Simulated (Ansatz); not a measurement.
# ClGeH3O: what the fields show

```xyz
6

Ge    0.0066   -0.0679   -0.0680
Cl   -0.1322    0.0473    2.0866
H     1.4611    0.0798   -0.4763
O    -0.8280    1.3105   -0.7640
H    -1.7462    1.4047   -0.5188
H    -0.6550   -1.3813   -0.4731
```

Method: RKS BHLYP-D4/def2-SVP (Ansatz).

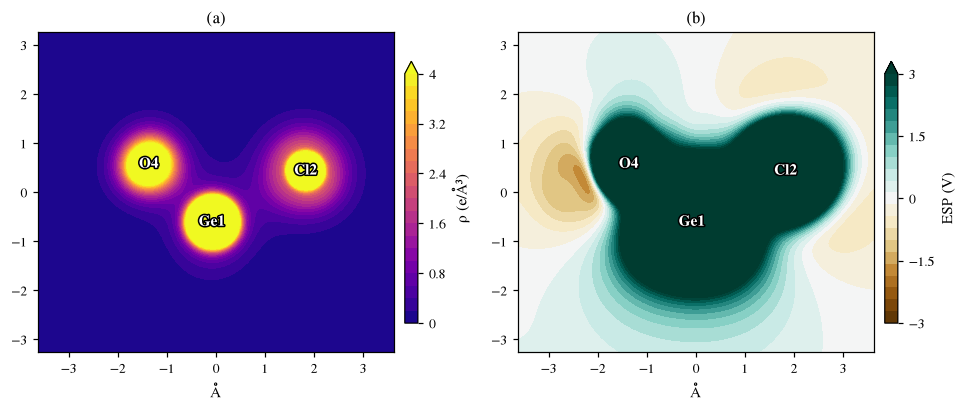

Figure 1. (a) total electron density; (b) molecular electrostatic potential on the plane of atoms Cl2, Ge1 and O4.

What does the map show?

Answer. The plane passes through Ge, Cl and O nuclei. Ge–O (1.76 Å): ρ at the midpoint is about 0.99 e/Å³. Ge–Cl (2.16 Å): ρ at the midpoint is about 0.72 e/Å³. Outside the dense part of the molecule the potential is most negative (−1.6 V) near O4.

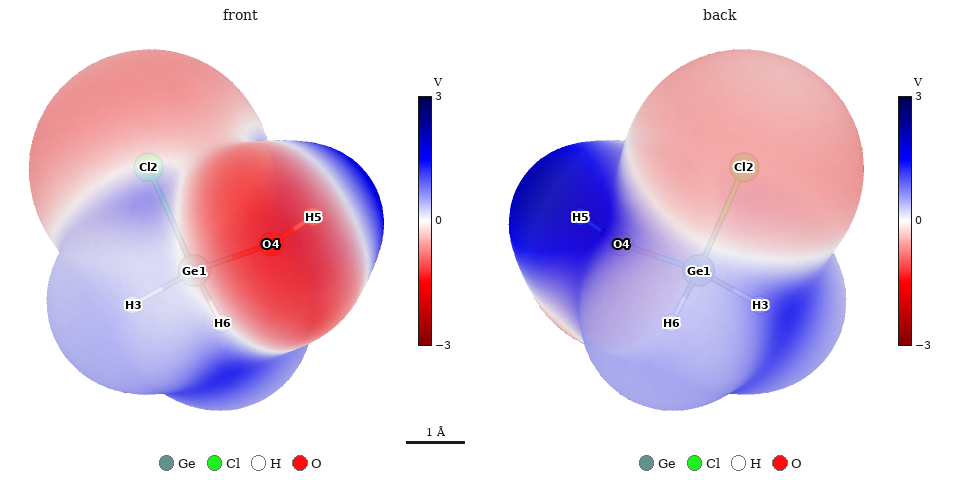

Figure 2. The electrostatic potential painted on the density surface at 0.001 e/bohr³, seen from the front and from behind; red is negative and blue positive.

Describe the electrostatic potential map.

Answer. The most negative region (about −1.3 V) lies over O4, the most positive (about +2.1 V) over H5. O4 is the likeliest acceptor of a hydrogen bond.

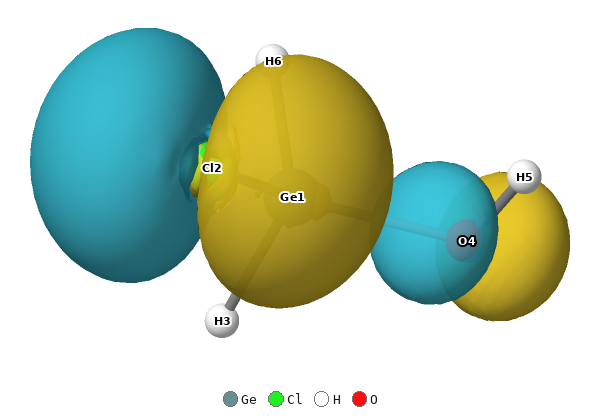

Figure 3. The HOMO−1 at ±0.1 Å⁻³ᐟ² (yellow and cyan are the two phases), seen from one side.

Describe this orbital and give its energy.

Answer. It lies mainly on Cl2 (about 80 %) and O4 (about 10 %); largely a lone pair of Cl2. Its energy is −10.16 eV.

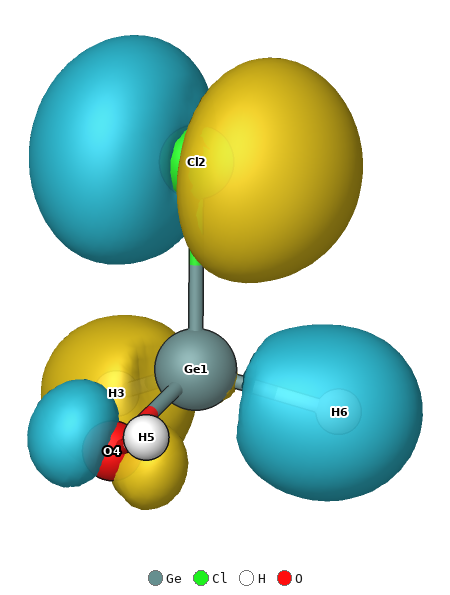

Figure 4. The HOMO at ±0.1 Å⁻³ᐟ² (yellow and cyan are the two phases), seen at an oblique angle.

What is the character of this orbital?

Answer. It lies mainly on Cl2 (about 65 %), Ge1 (about 15 %), H6 (about 10 %) and H3 (about 5 %); largely a lone pair of Cl2. Its energy is −9.92 eV.
